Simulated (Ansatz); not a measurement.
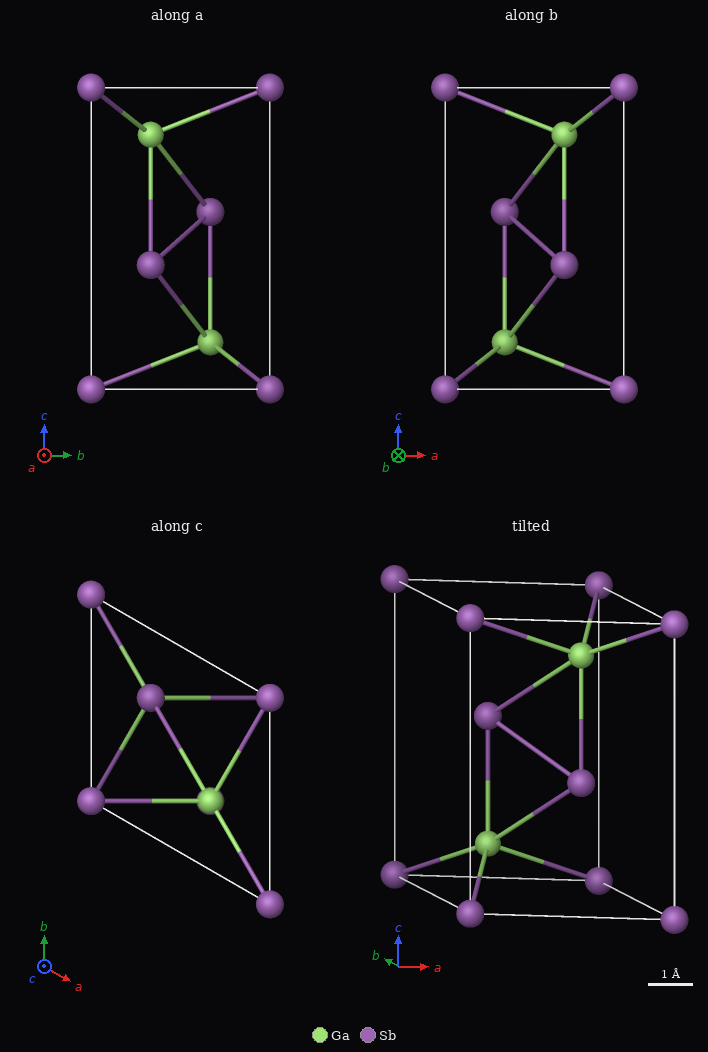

This ball-and-stick model is shown along the a axis, along the b axis, along the c axis and slightly off an axis. Atoms at the boundary of the conventional unit cell (the box) are drawn once for each face, edge or corner they touch.

Lattice parameters: a = 4.7782 Å, b = 4.7782 Å, c = 6.9862 Å, α = 90.000°, β = 90.000°, γ = 120.000°.

Transcribe the picture into a CIF in P1 with every atom of the cell, with free fractional coordinates to two decimals.

Answer.
```cif
data_structure
_symmetry_space_group_name_H-M 'P 1'
_symmetry_Int_Tables_number 1
_cell_length_a 4.7782
_cell_length_b 4.7782
_cell_length_c 6.9862
_cell_angle_alpha 90.000
_cell_angle_beta 90.000
_cell_angle_gamma 120.000
_cell_volume 138.14
loop_
_atom_site_label
_atom_site_type_symbol
_atom_site_fract_x
_atom_site_fract_y
_atom_site_fract_z
_atom_site_occupancy
Ga1 Ga 0.3333 0.6667 0.16 1
Ga2 Ga 0.6667 0.3333 0.84 1
Sb1 Sb 0.00 0.00 0.00 1
Sb2 Sb 0.3333 0.6667 0.59 1
Sb3 Sb 0.6667 0.3333 0.41 1
```

Its origin is a textbook structure type filled with these elements (whether it is the usual form wasn't checked). It is drawn as it came out of a relaxation with Ansatz, DFT PBE, scalar-relativistic, plane waves, PAW.
